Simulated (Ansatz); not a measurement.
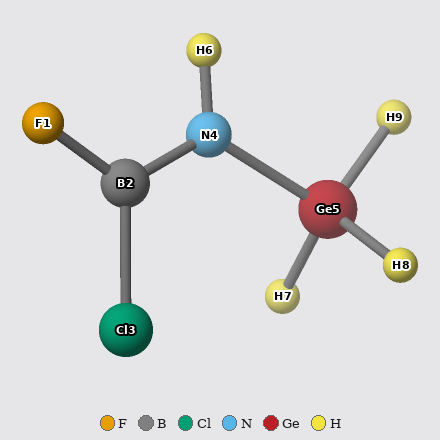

The system is BClFGeH4N, SMILES FB(Cl)[NH][GeH3]; the picture shows the reference structure. First axis: dihedral F1–B2–N4–Ge5. Second axis: dihedral B2–N4–Ge5–H7. Nothing is relaxed (all other coordinates rigid). Grid: 8 × 7 points. All energies are given in kJ/mol relative to the lowest grid point. Method: Ansatz 0.2.0, RKS PBE0-D4/def2-SVP.

Its coordinates:

| atom | x (Å) | y (Å) | z (Å) |
| --- | --- | --- | --- |
| F | -0.5356 | 1.5499 | 2.2627 |
| B | -0.5018 | 0.5672 | 1.3696 |
| Cl | -1.4298 | -0.9041 | 1.7267 |
| N | 0.2306 | 0.6679 | 0.1876 |
| Ge | 0.3588 | -0.6300 | -1.1365 |
| H | 0.7405 | 1.5335 | 0.0398 |
| H | -1.0338 | -0.9134 | -1.7150 |
| H | 0.9804 | -1.9038 | -0.5489 |
| H | 1.2791 | -0.0136 | -2.2030 |

Range: dihedral F1–B2–N4–Ge5 from −180 to 135°; dihedral B2–N4–Ge5–H7 from −29 to 151°.

Q: Predict the map.

A: The lowest grid point is at dihedral F1–B2–N4–Ge5 = −180°, dihedral B2–N4–Ge5–H7 = 61°. The energy also falls towards the edge at dihedral F1–B2–N4–Ge5 = −180°, dihedral B2–N4–Ge5–H7 = −29° (5 kJ/mol above the lowest) and dihedral F1–B2–N4–Ge5 = −180°, dihedral B2–N4–Ge5–H7 = 151° (6 kJ/mol above the lowest), where a further well may lie outside the range. The highest grid point, dihedral F1–B2–N4–Ge5 = −90°, dihedral B2–N4–Ge5–H7 = −29°, lies 85 kJ/mol above the lowest.

```csv
"dihedral B2–N4–Ge5–H7 ↓, dihedral F1–B2–N4–Ge5 →",−180,−135,−90,−45,0,45,90,135
151,6,41,85,42,5,43,85,41
121,8,41,84,40,5,42,84,39
91,3,40,83,40,4,41,83,38
61,0,38,83,41,3,41,83,38
31,3,38,83,41,4,40,83,40
1,8,39,84,42,5,40,84,41
−29,5,41,85,43,5,42,85,41
```

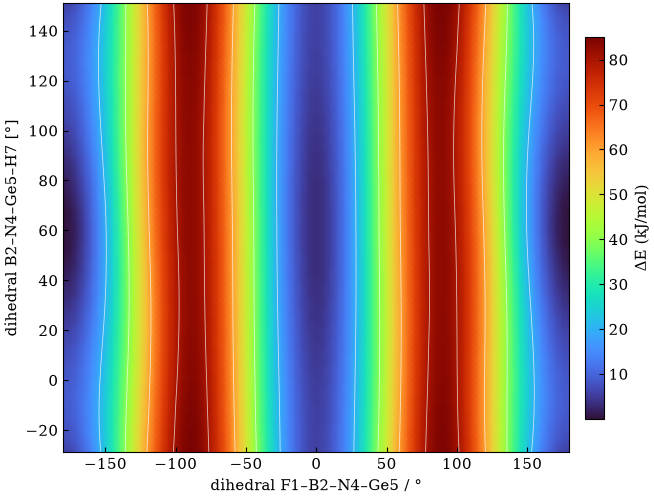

Drawn: a smooth colour map with a few white contour lines. Between grid points the surface is interpolated.

The whole map (56 points run) took 9.1 min on 1 thread of AMD EPYC 7R43 64-Core Processor (Zen 3) (shared host).
